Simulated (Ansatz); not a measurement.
```xyz
6

Si    0.0007    0.0000   -0.2857
H    -0.0002    0.0000    2.3792
H     1.4222    0.0000   -0.7595
H    -0.7104    1.2313   -0.7586
H    -0.7104   -1.2313   -0.7586
H    -0.0005    0.0000    3.1046
```

Not at a stationary point (largest force 2.0 eV/Å).

These are results of UKS PBE/def2-SVP in Ansatz 0.2.0, not measurements.

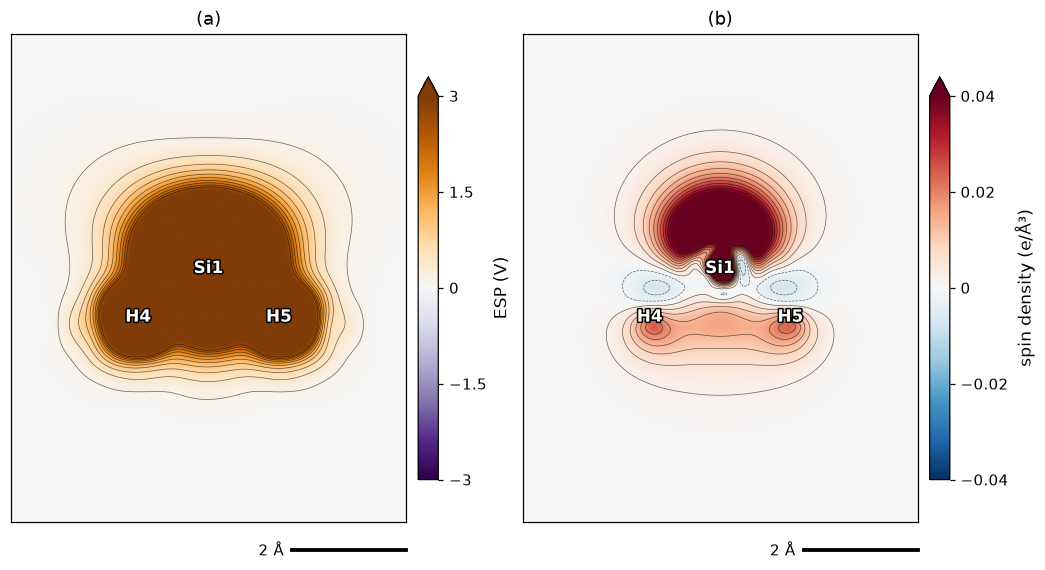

H₃Si···H₂ (doublet). (a) molecular electrostatic potential; (b) spin density on the plane of atoms H4, Si1 and H5.

**What do the fields say about this system?**

The plane passes through Si and H nuclei.
The unpaired spin (1 electron) lies mostly on Si1 (about 0.8), in electrons by Hirshfeld's partition.
The potential has no marked negative region in this plane.
